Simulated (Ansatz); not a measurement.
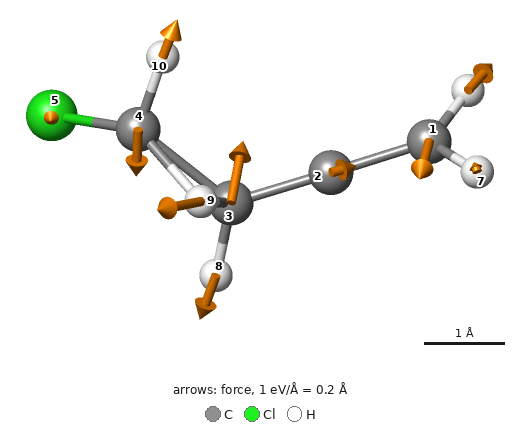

Starting geometry of C$_{4}$H$_{5}$Cl with the computed forces as orange arrows. The picture is a ball-and-stick view, seen face on.

The run prepares an end point of a later path (hydrogen shift) calculation, from a guessed geometry.

Computed with RKS LDA/def2-SVP in Ansatz 0.2.0.

The input:
```yaml
crystal:
  periodic: [false, false, false]
  atoms:
    - { symbol: C, position_ang: [0.1636, 1.0293, 1.8521] }
    - { symbol: C, position_ang: [-0.1889, 0.2818, 0.8548] }
    - { symbol: C, position_ang: [-0.5186, -0.51, -0.1425] }
    - { symbol: C, position_ang: [0.2058, -0.4552, -1.4901] }
    - { symbol: Cl, position_ang: [0.8295, -2.0584, -1.9023] }
    - { symbol: H, position_ang: [0.992, 0.904, 2.4487] }
    - { symbol: H, position_ang: [-0.4851, 1.9275, 2.0838] }
    - { symbol: H, position_ang: [-1.2268, -1.2343, 0.0238] }
    - { symbol: H, position_ang: [-0.85657, 0.18232, -0.91358] }
    - { symbol: H, position_ang: [0.9336, 0.2795, -1.5278] }
basis:
  gaussian: { orbitals: def2-SVP }
hamiltonian:
  xc: lda
relax:
  f_tol: 0.02
  max_steps: 50
output:
  orbitals: {}
```

Command:
```bash
ansatz run input.yaml --threads 2 --pin off --max-ram 3072MiB --backend cpu --events-out ev --progress --plain --runs-dir out
```

### What follows when this structure is relaxed?

It isn't relaxed: the largest force vector, on H9, is 4.97 eV/Å. The final displacements follow the starting forces only in part (cosine between the two patterns 0.38). The atom that moves furthest after the best rigid fit is H9 (1.25 Å). By element the largest moves are H 1.25 Å, C 0.23 Å, Cl 0.15 Å. Some distances before and after: C3–H9 1.090 → 2.153 Å, C4–H9 1.367 → 1.111 Å, C1–H6 1.029 → 1.106 Å, C3–C4 1.531 → 1.484 Å. Bonds break: C3–H9 (1.09 → 2.15 Å). Bond angles that change, for instance: C3–C4–H9 43.7° → 111.3°, Cl5–C4–H9 142.7° → 106.2°, H9–C4–H10 103.4° → 108.7°. The energy falls by 4.309 eV in 17 accepted moves (19 points after the start). The largest force component goes from 4.4 to 0.011 eV/Å. The line search rejected the trial steps at points 7, 9 of the run.
